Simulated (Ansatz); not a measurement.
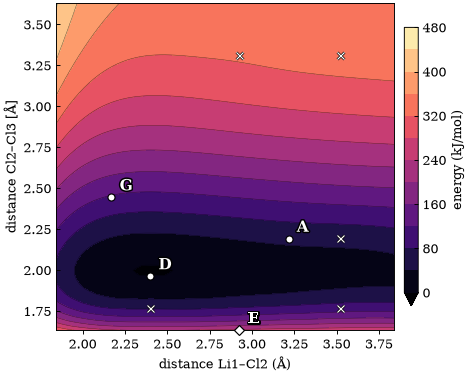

The system Li⁺ + Cl₂. Coordinates scanned: (1) distance Li1–Cl2; (2) distance Cl2–Cl3. Nothing is relaxed (the angle Li1–Cl2–Cl3 is fixed at 120 degrees). Grid: 9 × 9 points. At 5 points there is no value. Points are written as (first, second). Energies: kJ/mol, counted from the lowest grid point. The restricted reference is unstable at some or all points, so the energies there are unreliable. All numbers below come from Ansatz, RHF-MP2, frozen core/def2-TZVPD.

Drawn: filled contours, crosses at grid points without a value, lettered points. Between grid points the surface is interpolated.

Q: What kind of point is each of A, D, G: minimum, saddle, maximum or slope?

A: A: on a slope; D: minimum; G: on a slope. (In these two coordinates alone; a stationary point may lie a little off the grid point.)

Q: Rank the lettered points by energy, lowest first.

A: D (0 kJ/mol), A (50 kJ/mol), G (116 kJ/mol), E (251 kJ/mol).
